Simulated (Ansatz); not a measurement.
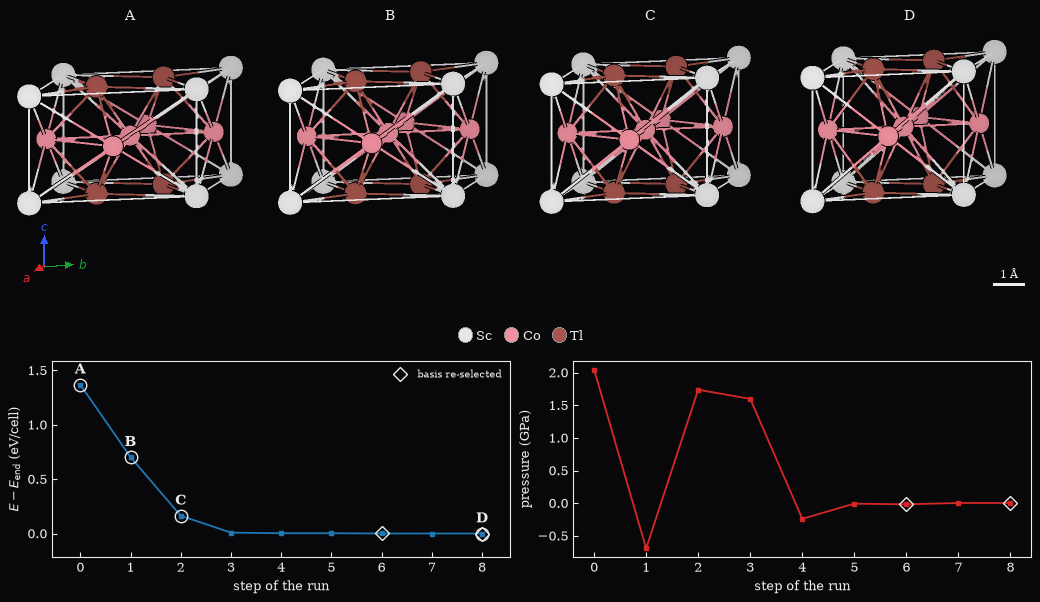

Frames of a relaxation of a crystal of ScTl2Co3 (a generated structure, set up in P6/mmm), marked on the history of the run. The picture is a ball-and-stick view of the cell of the calculation, seen slightly off an axis.

The calculation used DFT, PAW plane waves, r2SCAN in Ansatz 0.2.0. (plane-wave cutoff 500 eV; k-point mesh 4 × 4 × 5; occupations fermi dirac; smearing width 0.042 eV; no spin polarisation; cell and atoms relaxed; at most 40 steps)

What happens along the run?

The atoms keep their places relative to the cell (all moves are under 0.005 Å). The drawn cell changes as follows: a = b 5.887 → 5.319 Å (−9.7 %), c 3.585 → 4.140 Å (+15.5 %); the volume changes by −5.7 %. Near-neighbour distances that change, for instance: Sc–Sc 3.585 → 4.140 Å, Sc–Tl 3.399 → 3.071 Å, Co–Co 2.944 → 2.659 Å, Co–Tl 2.470 → 2.577 Å. The space group stays P6/mmm (No. 191). After 6 accepted moves (8 points after the start) the energy has fallen by 1.369 eV per cell of the calculation. All forces vanish by symmetry, so only the cell relaxes. Pressure: 2.04 GPa at the start and 0.00 GPa at the end. The SCF was repeated twice at an unchanged geometry on a basis and grid sized afresh for the cell, which shifted the energy by 2.4 meV per cell of the calculation at most. The run took 110 s on 1 thread of Arm Neoverse V2, with other jobs on the host, peak memory 0.68 GiB. From step 0 to 1: volume −0.7 %, energy −0.667 eV per cell of the calculation. From step 1 to 2: volume −4.7 %, energy −0.539 eV per cell of the calculation. From step 2 to 8: volume −0.4 %, energy −0.163 eV per cell of the calculation.
